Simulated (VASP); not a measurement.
Band structure of CaSi2 (space group I4_1/amd). Level of theory: PBEsol GGA, VASP's PBE PAW potentials (set 64) (plane waves; VASP).

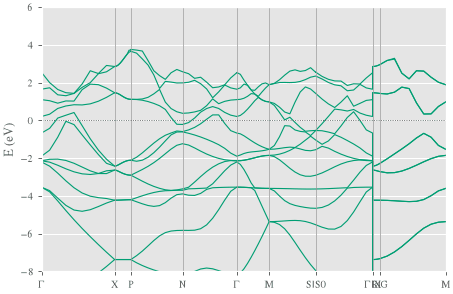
Figure. Bands along high-symmetry lines, zero at the valence-band maximum or, without a gap, the Fermi level

Read the plot: is there a gap, and where are the band edges?

It has no gap at this level: it comes out as a metal or semimetal. (Edges off the drawn lines would not show.)

The structure comes from a computed database's CaSi2 entry (I4_1/amd); how it stands against other phases isn't given here. It was relaxed first.
